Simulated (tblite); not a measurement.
**Geometry relaxation of CH₆N₂Si (part 1 of 2)**

The run: geometry relaxation of CH₆N₂Si, SMILES C=N[SiH2]N. Method and program: GFN2-xTB, R-SCC (tblite 0.8.0).

The geometry comes from this level: GFN2-xTB.

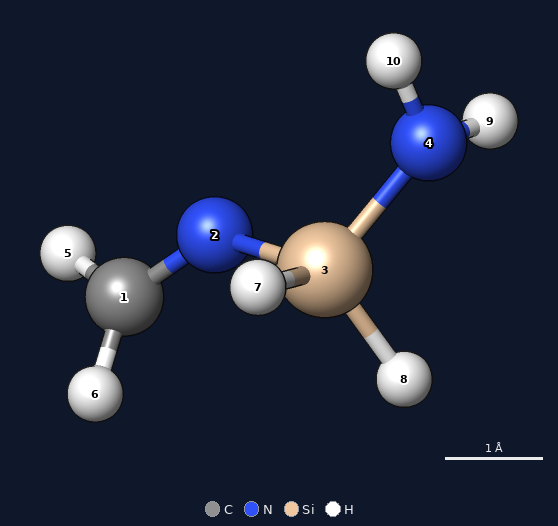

Fig. 1: The starting structure (ball-and-stick view, seen at a tilt; atoms are numbered from 1 in the order of the input).

Key numbers:

- outcome: converged
- total energy: −12.765731 hartree
- basis functions: 27
- largest force: 0.002 eV/Å
- HOMO: −9.82 eV
- LUMO: −7.07 eV
- dipole moment: 1.52 D
- hardware: 1 thread of Intel Xeon @ 2.50GHz (Skylake/Cascade Lake), 189 GiB of memory available, shared host
- wall time: 2.8 s
- peak memory: 0.082 GiB

Input (xtb_job.py):
```python
"""GFN2-xTB geometry optimisation"""
import json
import numpy as np
from tblite.interface import Calculator
from tblite.interface import symbols_to_numbers
from scipy.optimize import minimize

symbols = list(map(str, np.loadtxt("input.xyz", skiprows=2, usecols=0, dtype=str, ndmin=1)))
numbers = np.array(symbols_to_numbers(symbols))
positions = np.loadtxt("input.xyz", skiprows=2, usecols=(1, 2, 3), ndmin=2) / 0.529177210903

tb = Calculator("GFN2-xTB", numbers, positions, charge=0, uhf=0)
tb.set("verbosity", 0)
tb.set("accuracy", 0.01)
last, frames, energies, grads = [None], [], [], []

def fun(x):
    tb.update(x.reshape(-1, 3))
    last[0] = tb.singlepoint(last[0])
    return float(last[0].get('energy')), last[0].get('gradient').ravel()

def show(x):
    e, g = fun(x)
    frames.append(x.reshape(-1, 3).tolist())
    energies.append(e)
    grads.append(g.reshape(-1, 3).tolist())
    print(f"{len(energies) - 1:4d} {e:16.9f} {np.abs(g).max():12.3e} {np.linalg.norm(g):12.3e}")

print("step      energy/Eh       max grad     grad norm")
show(positions.ravel())
opt = minimize(fun, positions.ravel(), jac=True, method="BFGS", callback=show, options={"gtol": 3e-05, "maxiter": 500})
print("converged:", opt.success, "-", opt.message)
fun(opt.x)
wfn = last[0]
final = opt.x.reshape(-1, 3)
print("final geometry (angstrom)")
for s, p in zip(symbols, final * 0.529177210903):
    print(f"{s:<2} {p[0]:12.6f} {p[1]:12.6f} {p[2]:12.6f}")
print(f"Energy: {wfn.get('energy') * 2625.4996:.8f} kJ/mol")
eps = np.atleast_2d(wfn.get("orbital-energies")) * 27.211386
occ = np.atleast_2d(wfn.get("orbital-occupations"))
filled = occ.sum(axis=0) if eps.shape[0] == 1 else occ[0]
homo = np.nonzero(filled > 0.5)[0].max()
print(f"HOMO {eps[0, homo]:.4f} eV")
if homo + 1 < eps.shape[1]:
    print(f"LUMO {eps[0, homo + 1]:.4f} eV, gap {eps[0, homo + 1] - eps[0, homo]:.4f} eV")
mu = wfn.get("dipole") * 2.541746
print(f"Dipole moment: {np.linalg.norm(mu):.4f} D, components " + " ".join(f"{c:.4f}" for c in mu))
q = wfn.get("charges")
print("Charges:", " ".join(f"{s}{i + 1}={c:+.4f}" for i, (s, c) in enumerate(zip(symbols, q))))
out = {k: np.asarray(wfn.get(k)).tolist() for k in ("energy", "gradient", "charges", "dipole", "orbital-energies", "orbital-occupations")}
out.update(symbols=symbols, positions=(positions * 0.529177210903).tolist(), final=final.tolist(), frames=frames, step_energies=energies, grads=grads, success=bool(opt.success))
json.dump(out, open("results.json", "w"))
```

File input.xyz:
```
10

C     -1.870830     0.799530    -0.434530
N     -0.641110     0.600470    -0.402570
Si     0.351220    -0.573060     0.420080
N      2.011300    -0.330910     0.039070
H     -2.262590     1.616520    -1.038850
H     -2.623040     0.212410     0.104940
H      0.234000    -0.403490     1.866460
H      0.020010    -1.920390    -0.038340
H      2.312260    -0.494690    -0.908590
H      2.468770     0.493620     0.392310
```

Launch command:
```bash
python xtb_job.py
```

Log:
```
step      energy/Eh       max grad     grad norm
   0    -12.763983604    4.959e-04    6.757e-04
   1    -12.763983843    5.959e-05    1.426e-04
   2    -12.763983863    5.696e-05    1.271e-04
   3    -12.763983897    5.503e-05    1.287e-04
   4    -12.763983953    6.065e-05    1.575e-04
   5    -12.763984026    9.434e-05    2.067e-04
   6    -12.763984066    8.578e-05    1.867e-04
   7    -12.763984119    5.789e-05    1.309e-04
   8    -12.763984148    6.260e-05    1.316e-04
   9    -12.763984185    7.784e-05    1.683e-04
  10    -12.763984237    1.039e-04    2.032e-04
  11    -12.763984307    1.103e-04    2.097e-04
  12    -12.763984379    7.390e-05    1.953e-04
  13    -12.763984453    7.599e-05    2.094e-04
  14    -12.763984544    9.454e-05    2.575e-04
  15    -12.763984671    1.084e-04    2.975e-04
  16    -12.763984809    1.094e-04    2.678e-04
  17    -12.763984906    6.925e-05    1.921e-04
  18    -12.763984963    6.389e-05    1.727e-04
  19    -12.763985021    7.069e-05    2.104e-04
  20    -12.763985118    9.145e-05    2.797e-04
  21    -12.763985279    1.180e-04    3.574e-04
  22    -12.763985542    1.568e-04    4.259e-04
  23    -12.763985915    1.922e-04    4.503e-04
  24    -12.763986199    1.786e-04    3.784e-04
  25    -12.763986444    1.587e-04    3.061e-04
  26    -12.763986619    1.310e-04    3.289e-04
  27    -12.763986865    1.565e-04    4.159e-04
  28    -12.763987266    2.102e-04    5.348e-04
  29    -12.763987920    2.672e-04    6.606e-04
  30    -12.763988877    3.611e-04    7.973e-04
  31    -12.763989777    4.078e-04    8.431e-04
  32    -12.763990815    3.868e-04    8.115e-04
  33    -12.763992199    4.480e-04    9.411e-04
  34    -12.763993873    4.461e-04    1.153e-03
  35    -12.763995813    7.014e-04    1.658e-03
  36    -12.763998460    8.356e-04    1.534e-03
  37    -12.764002756    7.064e-04    1.563e-03
  38    -12.764009493    8.193e-04    2.039e-03
  39    -12.764019758    1.400e-03    3.314e-03
  40    -12.764035525    2.506e-03    5.553e-03
  41    -12.764059322    3.040e-03    7.250e-03
  42    -12.764084622    4.671e-03    1.069e-02
  43    -12.764130878    4.597e-03    1.073e-02
  44    -12.764214081    4.038e-03    8.925e-03
  45    -12.764332838    4.144e-03    1.033e-02
  46    -12.764494915    2.039e-03    5.910e-03
  47    -12.764548536    1.357e-03    3.641e-03
  48    -12.764568448    2.147e-03    4.605e-03
  49    -12.764595288    1.293e-03    3.887e-03
  50    -12.764632509    1.446e-03    3.214e-03
  51    -12.764659345    1.834e-03    3.917e-03
  52    -12.764685930    1.916e-03    4.287e-03
  53    -12.764712698    1.390e-03    3.607e-03
  54    -12.764733105    1.159e-03    2.716e-03
  55    -12.764743279    1.325e-03    3.509e-03
  56    -12.764757306    1.023e-03    2.935e-03
  57    -12.764770635    9.955e-04    2.311e-03
  58    -12.764785798    1.032e-03    2.379e-03
  59    -12.764802674    1.080e-03    2.639e-03
  60    -12.764820318    1.061e-03    2.825e-03
  61    -12.764838226    1.219e-03    3.073e-03
  62    -12.764858564    1.387e-03    3.444e-03
  63    -12.764884115    1.682e-03    3.785e-03
  64    -12.764915697    1.627e-03    3.863e-03
  65    -12.764950225    1.433e-03    3.836e-03
  66    -12.764981761    1.623e-03    3.997e-03
  67    -12.765012552    1.691e-03    4.242e-03
  68    -12.765054086    2.681e-03    4.751e-03
  69    -12.765114980    3.363e-03    5.409e-03
  70    -12.765188856    3.484e-03    5.843e-03
  71    -12.765248756    2.327e-03    4.967e-03
  72    -12.765272638    2.239e-03    4.741e-03
  73    -12.765308112    1.428e-03    3.687e-03
  74    -12.765341540    1.518e-03    4.025e-03
  75    -12.765375559    1.588e-03    4.653e-03
  76    -12.765403348    2.764e-03    6.505e-03
  77    -12.765445685    1.738e-03    3.846e-03
  78    -12.765480526    1.209e-03    2.511e-03
  79    -12.765488544    1.814e-03    4.075e-03
  80    -12.765498971    9.439e-04    2.553e-03
  81    -12.765513151    6.005e-04    1.729e-03
  82    -12.765524103    7.539e-04    2.076e-03
  83    -12.765533801    9.129e-04    2.395e-03
  84    -12.765544395    1.193e-03    2.288e-03
  85    -12.765561091    1.405e-03    2.936e-03
  86    -12.765585672    1.355e-03    3.577e-03
  87    -12.765607806    1.353e-03    3.341e-03
  88    -12.765618495    1.044e-03    2.243e-03
  89    -12.765621901    2.251e-03    4.626e-03
  90    -12.765627989    1.646e-03    3.813e-03
  91    -12.765638615    1.020e-03    2.803e-03
  92    -12.765655979    7.403e-04    1.977e-03
  93    -12.765680037    1.212e-03    2.911e-03
  94    -12.765697437    1.856e-03    3.562e-03
  95    -12.765713631    1.358e-03    2.726e-03
  96    -12.765719636    6.523e-04    1.521e-03
  97    -12.765722273    4.824e-04    1.067e-03
  98    -12.765724567    3.473e-04    8.109e-04
  99    -12.765726976    2.503e-04    5.841e-04
 100    -12.765728275    3.730e-04    6.820e-04
 101    -12.765728944    2.740e-04    6.016e-04
 102    -12.765729518    2.810e-04    5.388e-04
 103    -12.765729885    2.057e-04    4.000e-04
 104    -12.765730048    1.203e-04    2.998e-04
 105    -12.765730216    9.578e-05    2.496e-04
 106    -12.765730345    8.939e-05    2.587e-04
 107    -12.765730497    1.198e-04    2.814e-04
 108    -12.765730670    1.414e-04    3.069e-04
 109    -12.765730871    1.550e-04    3.270e-04
 110    -12.765731066    1.426e-04    3.067e-04
 111    -12.765731210    8.500e-05    2.181e-04
 112    -12.765731276    4.428e-05    1.140e-04
 113    -12.765731301    2.443e-05    7.012e-05
converged: True - Optimization terminated successfully.
final geometry (angstrom)
C     -1.798361     0.777092    -0.506594
N     -0.700762     0.729108     0.079536
Si     0.342918    -0.550854     0.607052
N      1.919891    -0.346710    -0.060969
H     -2.240328     1.744482    -0.739909
H     -2.384201    -0.095905    -0.816099
H      0.434224    -0.329994     2.045093
H     -0.054861    -1.907309     0.222061
H      2.040694    -0.487911    -1.051483
H      2.440777     0.468011     0.221294
Energy: -33516.42242528 kJ/mol
HOMO -9.8151 eV
LUMO -7.0716 eV, gap 2.7435 eV
Dipole moment: 1.5166 D, components -0.7205 0.2201 -1.3162
Charges: C1=+0.0537 N2=-0.2830 Si3=+0.4879 N4=-0.4170 H5=+0.0436 H6=+0.0128 H7=-0.0944 H8=-0.0983 H9=+0.1461 H10=+0.1486
```

Trajectory as extended XYZ (Å, eV, eV/Å), 22 of the 114 frames kept, from step=0 to step=113:
```
10
Properties=species:S:1:pos:R:3:forces:R:3 step=0 energy=-347.32569
C    -1.8708    0.7995   -0.4345   -0.0036  -0.0002   0.0006
N    -0.6411    0.6005   -0.4026    0.0009  -0.0001   0.0019
Si    0.3512   -0.5731    0.4201   -0.0008  -0.0017   0.0015
N     2.0113   -0.3309    0.0391    0.0031  -0.0077  -0.0255
H    -2.2626    1.6165   -1.0389    0.0013   0.0008   0.0002
H    -2.6230    0.2124    0.1049    0.0024   0.0005  -0.0020
H     0.2340   -0.4035    1.8665    0.0000   0.0001   0.0007
H     0.0200   -1.9204   -0.0383   -0.0012  -0.0014   0.0003
H     2.3123   -0.4947   -0.9086   -0.0037   0.0011   0.0186
H     2.4688    0.4936    0.3923    0.0016   0.0085   0.0037
10
Properties=species:S:1:pos:R:3:forces:R:3 step=5 energy=-347.32570
C    -1.8709    0.7996   -0.4345    0.0009   0.0007   0.0000
N    -0.6412    0.6005   -0.4021    0.0044  -0.0010   0.0010
Si    0.3513   -0.5734    0.4201   -0.0049   0.0005   0.0003
N     2.0110   -0.3305    0.0383   -0.0014  -0.0012   0.0030
H    -2.2623    1.6167   -1.0388    0.0007   0.0009   0.0005
H    -2.6229    0.2123    0.1047   -0.0036  -0.0017  -0.0001
H     0.2341   -0.4035    1.8666    0.0010  -0.0006  -0.0011
H     0.0197   -1.9207   -0.0382   -0.0002   0.0000   0.0009
H     2.3127   -0.4951   -0.9083    0.0030  -0.0010  -0.0034
H     2.4684    0.4940    0.3923    0.0001   0.0034  -0.0010
10
Properties=species:S:1:pos:R:3:forces:R:3 step=11 energy=-347.32571
C    -1.8706    0.7996   -0.4343   -0.0015   0.0002  -0.0011
N    -0.6409    0.6006   -0.4014   -0.0043  -0.0006   0.0011
Si    0.3510   -0.5738    0.4202    0.0057   0.0005  -0.0014
N     2.0106   -0.3301    0.0380    0.0028   0.0000   0.0000
H    -2.2615    1.6173   -1.0383   -0.0006   0.0015   0.0012
H    -2.6235    0.2119    0.1037    0.0033   0.0007  -0.0025
H     0.2346   -0.4038    1.8665    0.0001  -0.0005   0.0014
H     0.0192   -1.9212   -0.0377    0.0000  -0.0006   0.0001
H     2.3139   -0.4957   -0.9081   -0.0029  -0.0012   0.0027
H     2.4673    0.4951    0.3914   -0.0025  -0.0001  -0.0015
10
Properties=species:S:1:pos:R:3:forces:R:3 step=16 energy=-347.32572
C    -1.8707    0.7999   -0.4343    0.0016   0.0008  -0.0009
N    -0.6412    0.6006   -0.3997    0.0052  -0.0003  -0.0002
Si    0.3515   -0.5745    0.4201   -0.0056  -0.0017   0.0043
N     2.0110   -0.3300    0.0382   -0.0010  -0.0006   0.0021
H    -2.2603    1.6193   -1.0367   -0.0020   0.0031  -0.0003
H    -2.6244    0.2110    0.1007   -0.0026  -0.0036   0.0006
H     0.2358   -0.4047    1.8667   -0.0001   0.0004  -0.0011
H     0.0184   -1.9221   -0.0364    0.0034   0.0019  -0.0012
H     2.3154   -0.4978   -0.9071   -0.0016  -0.0034  -0.0038
H     2.4644    0.4982    0.3885    0.0027   0.0033   0.0005
10
Properties=species:S:1:pos:R:3:forces:R:3 step=22 energy=-347.32574
C    -1.8702    0.8003   -0.4344   -0.0020  -0.0009   0.0008
N    -0.6406    0.6012   -0.3980   -0.0072   0.0003   0.0048
Si    0.3513   -0.5753    0.4211    0.0037   0.0080  -0.0068
N     2.0108   -0.3296    0.0388   -0.0013   0.0020  -0.0020
H    -2.2592    1.6223   -1.0341    0.0041  -0.0050   0.0038
H    -2.6254    0.2088    0.0965    0.0081   0.0023  -0.0051
H     0.2369   -0.4055    1.8675   -0.0037   0.0013   0.0052
H     0.0194   -1.9227   -0.0360    0.0010  -0.0028  -0.0015
H     2.3152   -0.5015   -0.9059   -0.0019  -0.0004   0.0044
H     2.4619    0.5021    0.3846   -0.0008  -0.0049  -0.0035
10
Properties=species:S:1:pos:R:3:forces:R:3 step=27 energy=-347.32578
C    -1.8696    0.8011   -0.4344   -0.0001  -0.0001   0.0012
N    -0.6402    0.6029   -0.3922    0.0043   0.0064   0.0034
Si    0.3510   -0.5763    0.4227    0.0007  -0.0046   0.0060
N     2.0096   -0.3280    0.0393    0.0024  -0.0034  -0.0008
H    -2.2553    1.6290   -1.0274   -0.0018   0.0037  -0.0040
H    -2.6269    0.2033    0.0851   -0.0068  -0.0080   0.0024
H     0.2385   -0.4069    1.8698   -0.0066   0.0008  -0.0056
H     0.0217   -1.9247   -0.0347    0.0004   0.0060   0.0024
H     2.3157   -0.5111   -0.9025    0.0034  -0.0003  -0.0037
H     2.4554    0.5108    0.3742    0.0040  -0.0004  -0.0013
10
Properties=species:S:1:pos:R:3:forces:R:3 step=32 energy=-347.32588
C    -1.8688    0.8025   -0.4333    0.0069   0.0007   0.0029
N    -0.6390    0.6117   -0.3726    0.0027   0.0050  -0.0024
Si    0.3509   -0.5771    0.4281    0.0154   0.0024  -0.0023
N     2.0085   -0.3260    0.0401    0.0057   0.0024  -0.0072
H    -2.2457    1.6453   -1.0112   -0.0199  -0.0091   0.0098
H    -2.6311    0.1847    0.0557   -0.0018   0.0067  -0.0180
H     0.2352   -0.4090    1.8742   -0.0002   0.0025   0.0110
H     0.0293   -1.9260   -0.0311   -0.0126  -0.0041   0.0005
H     2.3174   -0.5357   -0.8954    0.0011  -0.0023   0.0008
H     2.4432    0.5298    0.3455    0.0027  -0.0042   0.0049
10
Properties=species:S:1:pos:R:3:forces:R:3 step=38 energy=-347.32639
C    -1.8647    0.8055   -0.4299   -0.0040  -0.0113  -0.0136
N    -0.6349    0.6330   -0.3292   -0.0264   0.0000  -0.0013
Si    0.3547   -0.5767    0.4392   -0.0083  -0.0164   0.0163
N     2.0093   -0.3207    0.0378   -0.0132   0.0119  -0.0089
H    -2.2361    1.6744   -0.9711   -0.0051   0.0204   0.0072
H    -2.6388    0.1472   -0.0174    0.0349  -0.0168  -0.0106
H     0.2277   -0.4117    1.8869    0.0306   0.0000  -0.0244
H     0.0370   -1.9283   -0.0215   -0.0102   0.0295   0.0135
H     2.3249   -0.5882   -0.8814   -0.0010   0.0249   0.0386
H     2.4210    0.5655    0.2866    0.0028  -0.0421  -0.0168
```
